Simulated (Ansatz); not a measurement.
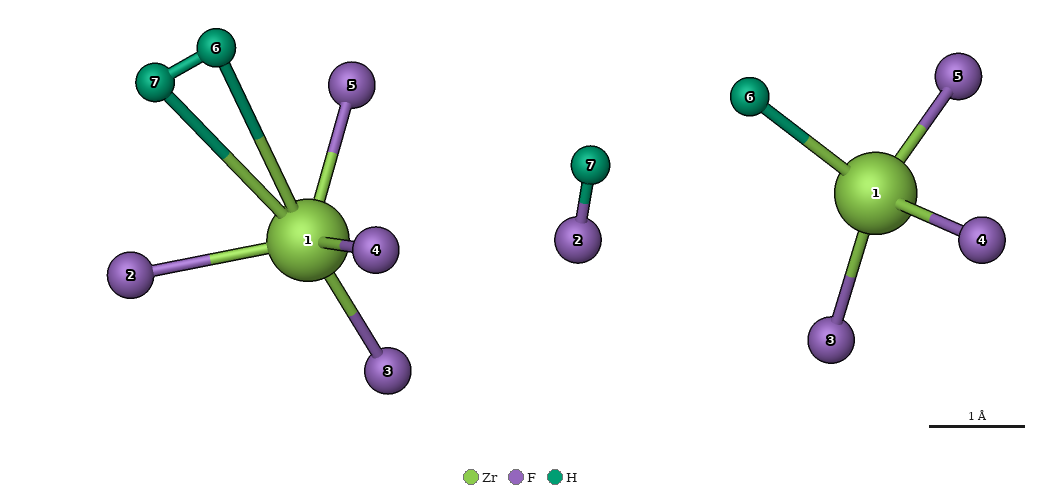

Two geometries of ZrH₂F₄, drawn at one scale. One is the start of a relaxation, the other its converged end. A ball-and-stick model, seen at a tilt.

All numbers below come from RKS r2SCANh-D4/def2-SVP in Ansatz 0.2.0. Settings: no spin polarisation; force threshold 0.03 eV/Å; at most 50 steps.

> Which geometry has the lower energy?

The left one is the relaxed one. The run prepares an end point of a later path (reaction) calculation, from a guessed geometry. The atom that moves furthest after the best rigid fit is H7 (1.35 Å). Largest moves by element: H 1.35 Å, F 0.92 Å, Zr 0.76 Å. Near-neighbour distances that change, for instance: F2–H7 0.926 → 2.437 Å, Zr1–F2 3.172 → 1.905 Å, H6–H7 1.856 → 0.759 Å, Zr1–H6 1.855 → 2.658 Å. New bonds form, among them: H6–H7 (1.86 → 0.76 Å), Zr1–F2 (3.17 → 1.90 Å). Bonds break, among them: F2–H7 (0.93 → 2.44 Å). Bond angles that change, for instance: F3–Zr1–F4 109.4° → 106.2°. Over 16 accepted moves (17 points after the start) the energy falls by 213.8 kJ/mol. The largest force component goes from 0.21 to 0.0059 eV/Å. The line search rejected the trial step at point 9 of the run.
